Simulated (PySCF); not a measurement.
# C2H8FGaO: the cost of one run

Computed with PySCF 2.14.0, with density-fitted response routines of our own, on a single molecule in the gas phase. Atoms count from 0, in the outputs and in this text.

### Step 1. The molecule as given

13 atoms, charge 0, multiplicity 1; geometry from: GFN2-xTB. The atoms were then displaced at random by about 0.01 Å, so the start is not that level's minimum.

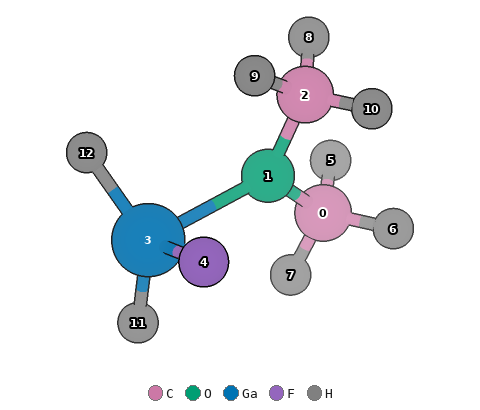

As it starts; carbon pink, oxygen teal, gallium blue, fluorine purple, hydrogen grey, atoms numbered.

### Step 2. Optimising the geometry at PBE0-D3(BJ)/def2-SVP

Job settings and geometry (Å):

```
{"job": {"xc": "PBE0", "basis": "def2-SVP", "d3": "d3bj", "grid": 1, "shake": 0.01, "kind": "geom"}, "charge": 0, "multiplicity": 1}
C     -0.858490    -1.143730    -0.641000
O     -0.176820    -0.102490     0.028760
C     -0.890430     1.128290     0.093100
Ga     1.891910    -0.104750     0.660360
F      2.404240     1.055540    -0.524110
H     -1.805930    -1.356970    -0.110670
H     -1.110150    -0.813240    -1.667320
H     -0.210350    -1.985280    -0.676310
H     -1.803340     1.017080     0.684450
H     -0.213880     1.830250     0.626120
H     -1.098190     1.505690    -0.892510
H      2.214340    -1.568380     0.358360
H      1.662900     0.521080     2.050450
```

Command:

```
$ OMP_NUM_THREADS=1 python probes_run.py task.json out
```

The driver reads the jobs from task.json and runs them one after another.

Q: Estimate the wall time and peak memory of this first job on 1 thread of Arm Neoverse V2, shared host.

About 2 min, with a peak of 0.55 GiB.
